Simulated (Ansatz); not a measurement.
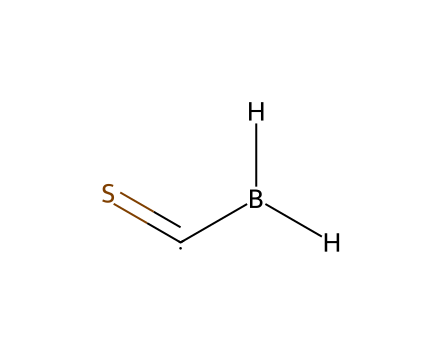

Skeletal drawing of a molecule. The species is neutral and a spin doublet.

**Transcribe the drawing into SMILES.**

B[C]=S

**What is the molecular formula?**

CH2BS.

The parts below concern this one geometry. Atoms keep their numbers from picture to picture. The computed structure is the end point of a PBE0-D4/def2-TZVP optimisation. No frequency run is at hand to confirm it as a minimum.

### Shape

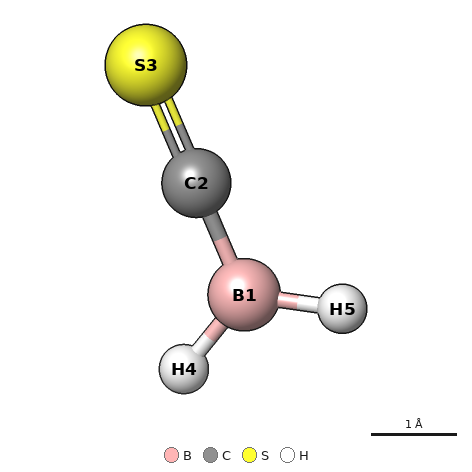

Numbered structure. No frequency run is at hand to confirm it as a minimum.

Give the bond lengths.

```
 bond  length (Å)   order
B1–C2       1.455  single
B1–H4       1.195  single
B1–H5       1.195  single
C2–S3       1.537  double
```

### Dipole moment

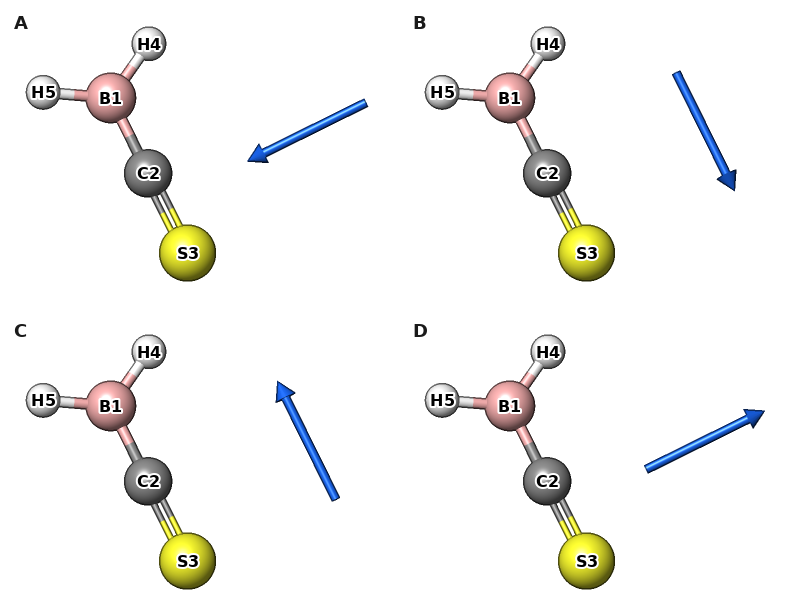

The same molecule four times, each with an arrow. No frequency run is at hand to confirm it as a minimum. Method: UKS PBE0-D4/def2-TZVP (Ansatz 0.2.0).

**Which arrow points along the dipole moment, from the negative to the positive end?**

B. The dipole moment is 0.89 D; it points from the side of H4, H5 to the side of S3 (the outermost atoms at the two ends).

### Electronic properties

No frequency run is at hand to confirm it as a minimum. Properties computed with UHF-CCSD(T), frozen core/def2-TZVPP (Ansatz 0.2.0).

**Estimate the ⟨S²⟩ of the determinant.**

0.773.

**What is the T1 diagnostic?**

0.024.

### Charges

The questions are on Mulliken charges. No frequency run is at hand to confirm it as a minimum. Level of theory: UKS PBE0-D4/def2-TZVP (Ansatz 0.2.0).

**Which atom carries the highest charge (most positive or least negative)?**

C2 (0.13 e).

**And the lowest?**

B1 (−0.21 e).

List the Mulliken charges.

```json
{"atom": "B1", "value (e)": "−0.21"}
{"atom": "C2", "value (e)": "0.13"}
{"atom": "S3", "value (e)": "−0.01"}
{"atom": "H4", "value (e)": "0.04"}
{"atom": "H5", "value (e)": "0.04"}
```

Mulliken values depend strongly on the basis set and can even reverse the polarity of a bond.
